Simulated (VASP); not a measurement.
Band structure of Hf (space group P6/mmm). Method: LDA (Ceperley-Alder, Perdew-Zunger), VASP's LDA PAW potentials (set 64) (plane waves; VASP).

Unless said otherwise, spin-orbit coupling is left out, though it shifts the bands of the heavy elements here.

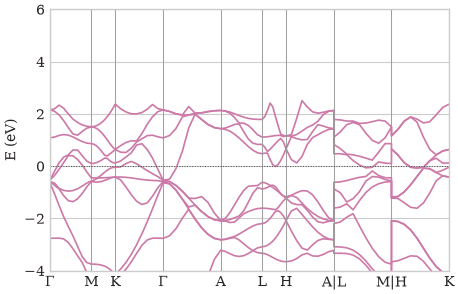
Fig. 1. Bands along high-symmetry lines, zero at the valence-band maximum or, without a gap, the Fermi level

Task: Read the plot: is there a gap, and where are the band edges?

Result: It has no gap at this level: it comes out as a metal or semimetal. (Edges off the drawn lines would not show.)

The structure comes from a computed database's Hf entry (P6/mmm); how it stands against other phases isn't given here. It was relaxed first, which changed the volume by -6 %.
